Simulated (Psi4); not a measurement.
# HF/3-21G run of AlGeNH4O (SMILES [NH2][GeH]1[O][AlH]1)

Aim: the energy change on altering one bond length of AlGeNH4O at HF/3-21G, from 2 runs. 

The calculation is run with Psi4 1.11.

1 further run of the same task is left out (set aside as unsound or not needed). Runs told in other sessions of the task aren't counted.

### Step 1. The molecule

The species is AlGeNH4O (8 atoms), meant as a singlet with charge 0. SMILES: `[NH2][GeH]1[O][AlH]1`. The shape is that of a PBE0-D4/def2-TZVP optimisation. This is one conformer, not always the lowest.

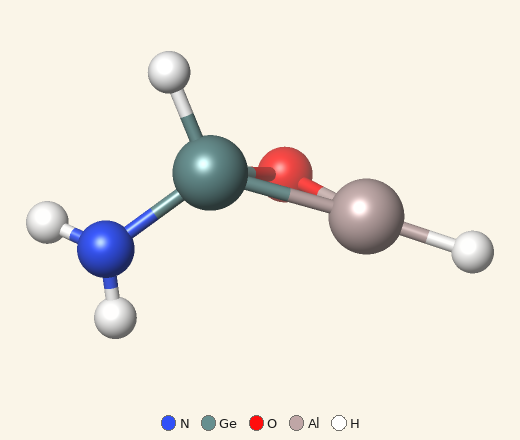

The structure, seen from a chosen angle (nitrogen blue, germanium teal, oxygen red, aluminium light grey, hydrogen white).

### Step 2. The energy at HF/3-21G

Input file job.in:

```
memory 2200 MB

molecule mol {
  0 1
  N     -1.000700     1.330400     0.514400
  Ge     0.239100     0.000100     0.626900
  O      1.177500    -0.346000    -0.983500
  Al     0.431500    -1.856900    -0.769100
  H     -0.662600     2.276400     0.611900
  H     -1.682100     1.271200    -0.226100
  H      1.237900     0.511900     1.685400
  H      0.351700    -3.244100    -1.515600
  units angstrom
  symmetry c1
  no_reorient
  no_com
}

set basis 3-21G
set puream true
set e_convergence 1e-09
set d_convergence 1e-08
set scf_type pk

e, wfn = energy('hf', return_wfn=True)
oeprop(wfn, 'WIBERG_LOWDIN_INDICES', 'MAYER_INDICES', 'LOWDIN_CHARGES', title='HF')
print_variables()
```

Started as:

```bash
$ psi4 -i job.in -o job.out -n 1
```

job.out, cut to the lines that bear on the results:

```text
[...]
  Running in c1 symmetry.
[...]
  Nuclear repulsion =  340.293350251446270
[...]
  Multiplicity = 1
[...]
  Nalpha       = 32
  Nbeta        = 32
[...]
    Number of basis functions: 61
[...]
   @RHF iter   1: -2436.33702375324810   -4.38234e+00   1.48261e-02 ADIIS/DIIS
[...]
   @RHF iter  13: -2436.87389027709924   -4.54747e-13   3.96249e-09 DIIS
[...]
    Orbital Energies [Eh]
    ---------------------
    Doubly Occupied:
       1A   -402.723942     2A    -58.080890     3A    -51.946817
       4A    -45.959057     5A    -45.958636     6A    -45.958412
       7A    -20.396504     8A    -15.451427     9A     -7.163164
      10A     -5.117597    11A     -5.116012    12A     -5.115693
      13A     -4.892996    14A     -3.197546    15A     -3.196113
      16A     -3.194857    17A     -1.570055    18A     -1.567761
      19A     -1.564678    20A     -1.562882    21A     -1.562731
      22A     -1.235963    23A     -1.112314    24A     -0.683323
      25A     -0.639616    26A     -0.560701    27A     -0.523556
      28A     -0.494097    29A     -0.470570    30A     -0.421332
      31A     -0.393750    32A     -0.315644
[...]
  @RHF Final Energy: -2436.87389027709924
   => Energetics <=
    Nuclear Repulsion Energy =            340.2933502514462702
    One-Electron Energy =               -4078.0372062246797213
    Two-Electron Energy =                1300.8699656961343862
    Total Energy =                      -2436.8738902770992354
[...]
 Multipole Moments:
 ------------------------------------------------------------------------------------
     Multipole            Electronic (a.u.)      Nuclear  (a.u.)        Total (a.u.)
 ------------------------------------------------------------------------------------
 L = 1.  Multiply by 2.5417464519 to convert [e a0] to [Debye]
 Dipole X            :        -28.7839020           28.1960366           -0.5878654
 Dipole Y            :         31.1761394          -31.7026124           -0.5264730
 Dipole Z            :        -11.9544354           12.0014617            0.0470262
 Magnitude           :                                                    0.7905511
[...]
```

Wall time 2.3 s (1 thread of Intel Xeon Platinum 8375C at 2.90GHz (Ice Lake), shared host); peak memory 0.22 GiB.

### Step 3. The distorted shape: energy and gradient at HF/3-21G

Input file calc.py:

```python
import psi4

psi4.set_memory('2200 MB')
psi4.set_num_threads(1)
psi4.core.set_output_file('psi4.out', False)

geom = psi4.geometry("""
N     -2.21051658     1.62022472     0.87994908
Ge     0.13236587    -0.89367794     1.09254327
O      1.90568486    -1.54771215    -1.95067168
Al     0.49594917    -4.40289935    -1.54551440
H     -1.25213253     4.30177255     1.15632342
H     -3.49817596     1.50835294    -0.51939312
H      2.01982432     0.07348389     3.09281837
H      0.34514903    -7.02432743    -2.95619495
units au
symmetry c1
""")

psi4.set_options({
    'basis': '3-21G',
    'puream': True,
    'e_convergence': 1e-09,
    'd_convergence': 1e-08,
    'scf_type': 'pk',
})

result, w = psi4.gradient("hf", molecule=geom, return_wfn=True)
print('gradient / Eh bohr^-1')
print(result.np.round(6))
print(f'energy = {w.energy():.10f} Eh')
```

Started as:

```bash
$ python calc.py
```

psi4.out, cut to the lines that bear on the results:

```text
[...]
  Running in c1 symmetry.
[...]
  Nuclear repulsion =  337.797257385475746
[...]
  Multiplicity = 1
[...]
  Nalpha       = 32
  Nbeta        = 32
[...]
    Number of basis functions: 61
[...]
   @RHF iter   1: -2436.19372287658553   -4.55889e+00   1.51582e-02 DIIS/ADIIS
[...]
   @RHF iter  13: -2436.77958580978520   -1.04592e-11   8.10726e-09 DIIS
[...]
  @RHF Final Energy: -2436.77958580978520
   => Energetics <=
    Nuclear Repulsion Energy =            337.7972573854757457
    One-Electron Energy =               -4073.0394418786227106
    Two-Electron Energy =                1298.4625986833616480
    Total Energy =                      -2436.7795858097852033
[...]
 Multipole Moments:
 ------------------------------------------------------------------------------------
     Multipole            Electronic (a.u.)      Nuclear  (a.u.)        Total (a.u.)
 ------------------------------------------------------------------------------------
 L = 1.  Multiply by 2.5417464519 to convert [e a0] to [Debye]
 Dipole X            :          0.9959849           -1.5539279           -0.5579429
 Dipole Y            :         -1.8295816            1.1905470           -0.6390345
 Dipole Z            :          3.7676110           -3.7452648            0.0223463
 Magnitude           :                                                    0.8486253
[...]
  -Total Gradient:
     Atom            X                  Y                   Z
    ------   -----------------  -----------------  -----------------
       1       -0.044998229951    -0.092417941776    -0.012649412184
       2       -0.019732493772    -0.026790598172     0.013934794151
       3        0.014177838557    -0.009650606418    -0.027261488770
       4        0.001376460744     0.019760547260     0.010712170299
       5        0.043097833569     0.117573670054     0.017470436555
       6        0.002724056272    -0.014180397031    -0.001758447360
       7        0.003180185773     0.005211299952    -0.000290431216
       8        0.000174348807     0.000494026161    -0.000157621447
[...]
```

On the terminal:

```text
gradient / Eh bohr^-1
[[-0.044998 -0.092418 -0.012649]
 [-0.019732 -0.026791  0.013935]
 [ 0.014178 -0.009651 -0.027261]
 [ 0.001376  0.019761  0.010712]
 [ 0.043098  0.117574  0.01747 ]
 [ 0.002724 -0.01418  -0.001758]
 [ 0.00318   0.005211 -0.00029 ]
 [ 0.000174  0.000494 -0.000158]]
energy = -2436.7795858098 Eh
```

Run time: 3.3 s. Hardware: 1 thread of Intel Xeon Platinum 8375C at 2.90GHz (Ice Lake), shared host; peak memory 0.22 GiB.

### Step 4. Results

Level: HF/3-21G.

| quantity | value |
| --- | --- |
| first shape: total energy | -2436.87389 Eh |
| first shape: dipole moment | 2.01 D |
| first shape: HOMO energy | -8.59 eV |
| first shape: LUMO energy | 1.49 eV |
| first shape: HOMO–LUMO gap | 10.08 eV |
| distorted shape: total energy | -2436.77959 Eh |
| distorted shape: dipole moment | 2.16 D |
| distorted shape: HOMO energy | -8.56 eV |
| distorted shape: LUMO energy | 1.40 eV |
| distorted shape: HOMO–LUMO gap | 9.96 eV |
| distorted shape: largest force on an atom | 6.502 eV/Å |
| energy change with the N1–H5 bond stretched from 1.009 to 1.514 Å | 2.566 eV |

**Reading.** With the N1–H5 bond stretched from 1.009 to 1.514 Å the energy rises by 2.57 eV (59 kcal/mol). The first shape isn't relaxed at this level, so the change isn't measured from a minimum. With no_com the log's rotational constants are taken about the origin, not the centre of mass, so they aren't the molecule's.
